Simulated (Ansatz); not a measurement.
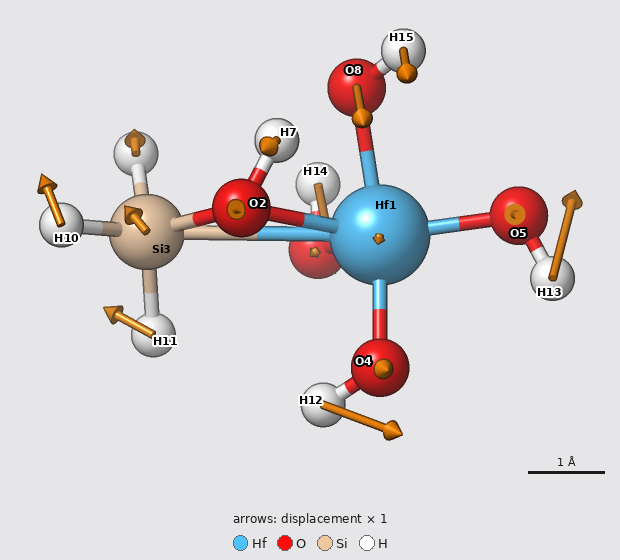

This is a constrained relaxation of HfSiH₈O₅. The starting structure is drawn; orange arrows show the displacements, at their true length. The two geometries are superimposed by the best rigid fit.

A ball-and-stick model, seen face on.

The reaction that was planned forms Hf1–O8, O2–H7 and breaks Hf1–O2, H7–O8 (atoms numbered from 1 in input order).

These are results of RKS PBE0-D4/def2-SVP (Ansatz 0.2.0), not measurements.

Input
```yaml
crystal:
  periodic: [false, false, false]
  atoms:
    - {symbol: Hf, position_ang: [-0.012400, 1.015300, -0.034200]}
    - {symbol: O, position_ang: [0.875200, -0.794000, -0.594400]}
    - {symbol: Si, position_ang: [-0.129900, -2.075300, -0.305400]}
    - {symbol: O, position_ang: [-0.707100, 1.242700, -1.764500]}
    - {symbol: O, position_ang: [0.331000, 2.839300, 0.259200]}
    - {symbol: O, position_ang: [-1.424400, 0.112200, 0.838400]}
    - {symbol: H, position_ang: [1.286000, -0.434900, 0.302900]}
    - {symbol: O, position_ang: [1.302500, 0.510000, 1.362600]}
    - {symbol: H, position_ang: [-0.208900, -2.390100, 1.123200]}
    - {symbol: H, position_ang: [0.599700, -3.155600, -0.983000]}
    - {symbol: H, position_ang: [-1.419800, -1.879600, -0.975000]}
    - {symbol: H, position_ang: [-1.295600, 0.520400, -2.008400]}
    - {symbol: H, position_ang: [-0.087100, 3.381700, -0.419200]}
    - {symbol: H, position_ang: [-1.164000, -0.003100, 1.759300]}
    - {symbol: H, position_ang: [2.054700, 1.111000, 1.438500]}
basis:
  gaussian: {orbitals: def2-SVP}
hamiltonian: {xc: pbe0, dispersion: d4}
relax: {f_tol: 0.04, max_steps: 150, escape_saddle: false, constraints: [{distance: [0, 7]}, {distance: [1, 6]}, {distance: [0, 1]}, {distance: [6, 7]}]}
```

Run as
```bash
ansatz run in.yaml --threads 4 --pin off --events-out ev --progress --plain --max-ram 46080MiB --backend cuda --devices 0, --max-vram 37GiB
```

Question: What happened in the run?

Answer: The energy falls by 43.0 kcal/mol in 21 accepted moves (23 points after the start). The largest force component goes from 3.1 to 0.037 eV/Å. The line search rejected the trial steps at points 9, 18 of the run. H13 moves most after the best rigid fit: 1.74 Å. By element the largest moves are H 1.74 Å, O 1.30 Å, Si 0.57 Å, Hf 0.15 Å. Among the contacts that change: Hf1–Si3 3.105 → 3.452 Å, Hf1–H7 1.975 → 2.239 Å, Hf1–O6 1.890 → 1.999 Å, Hf1–O5 1.879 → 1.948 Å. Bond angles that change, for instance: Hf1–O5–H13 110.9° → 172.0°, Hf1–O4–H12 111.6° → 170.2°, O4–Hf1–O8 157.6° → 114.3°. Groups turn about Hf1–O6 by about 95°. The run took about 40 s of wall time on a shared GPU.
